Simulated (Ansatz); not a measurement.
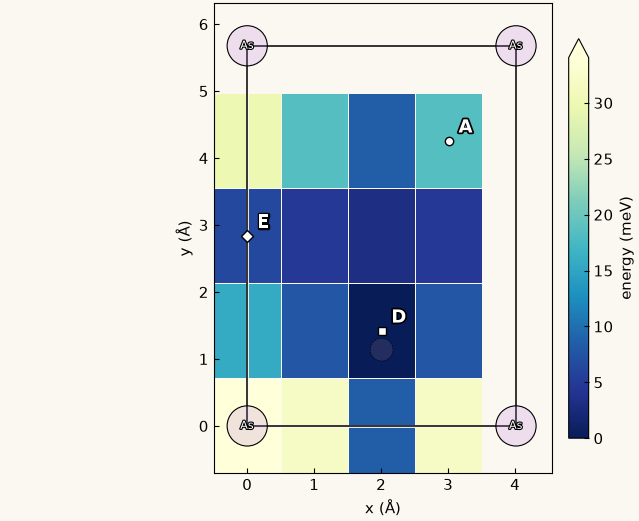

N₂ on a GaAs(110) slab cut from the F-43m phase, its upper half relaxed before the scan (6 atoms of substrate and one adsorbate in a 1 × 1 cell). N2 is moved over the surface cell at a fixed height above a rigid substrate; the origin of the map has the adsorbate above As6; the height is held at 3.40 Å. Places are given modulo a cell vector. The map is drawn in real space over the plane of the surface. Grid: 4 × 4 points; 12 points were computed and 4 follow by symmetry. Energies are in meV, from the lowest grid point. With one adsorbate in each 1 × 1 cell, its nearest image is 4.0 Å away, so neighbouring adsorbates interact. At a fixed height the lowest place need not be the adsorption site. Computed with DFT PBE+D3(BJ), scalar-relativistic, plane waves, PAW (Ansatz 0.2.0). Settings: cutoff 420 eV, k-mesh 7×5×1, gaussian smearing 0.05 eV, no spin polarisation.

Drawn: one coloured cell a grid point, labelled circles for the atoms of the top layer and small ones for the second layer, the outline of one cell of the plane, one colour for all values above the top of the scale, lettered points.

Question: Rank the lettered points by energy, lowest first.

Answer: D (0.0 meV), E (6.3 meV), A (18.5 meV).

PAW datasets: the set soft_1.
